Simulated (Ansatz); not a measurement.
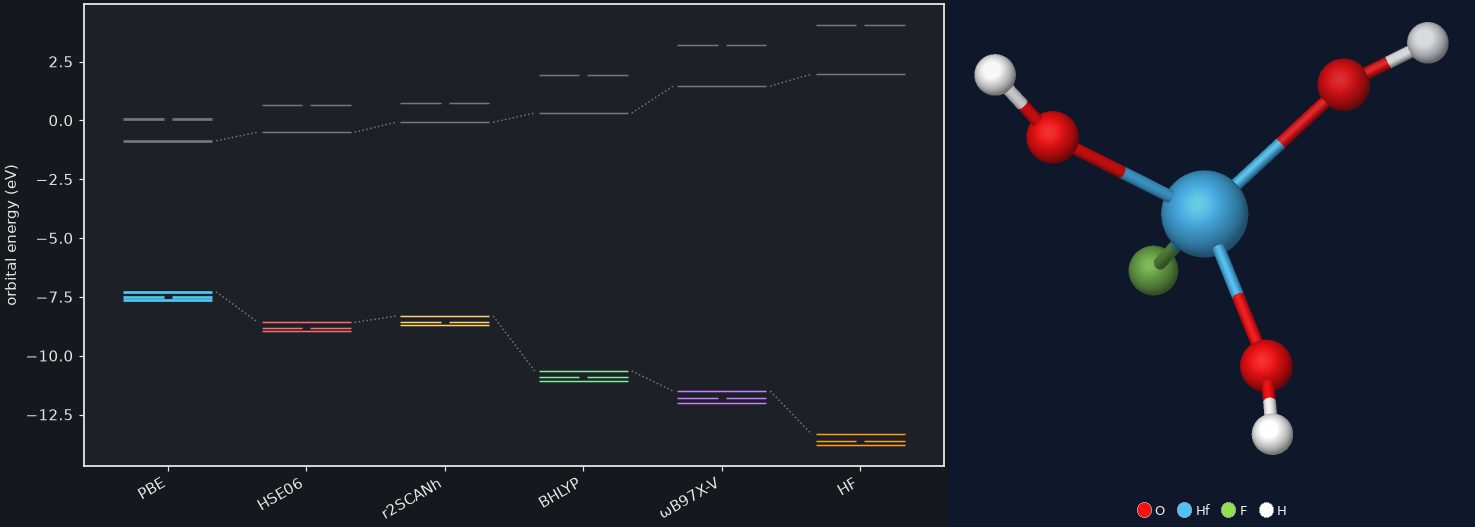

Frontier orbital energies of HfH₃O₃F, SMILES [OH][Hf]([OH])([OH])[F], singlet at one geometry, def2-TZVPP, the Ansatz code, at a PBE0-D4/def2-TZVP geometry (a minimum by its frequencies). Empty levels are grey, levels within 0.1 eV stand side by side; all columns show the same few orbitals around the gap. Dotted lines join the HOMOs and the LUMOs.

Compare the HOMO-LUMO separations.

Answer. The separation grows from 6.42 eV (PBE) to 15.32 eV (HF).

| level | HOMO (eV) | LUMO (eV) | separation (eV) |
| --- | --- | --- | --- |
| PBE | −7.28 | −0.87 | 6.42 |
| HSE06 | −8.58 | −0.50 | 8.08 |
| r2SCANh | −8.31 | −0.08 | 8.24 |
| BHLYP | −10.65 | 0.31 | 10.96 |
| ωB97X-V | −11.50 | 1.46 | 12.96 |
| HF | −13.34 | 1.97 | 15.32 |

Limits of at least one run: core potentials past krypton; empty levels above zero depend strongly on the basis; spin-orbit coupling is left out, and with Hf it can shift these levels and split any degenerate set.
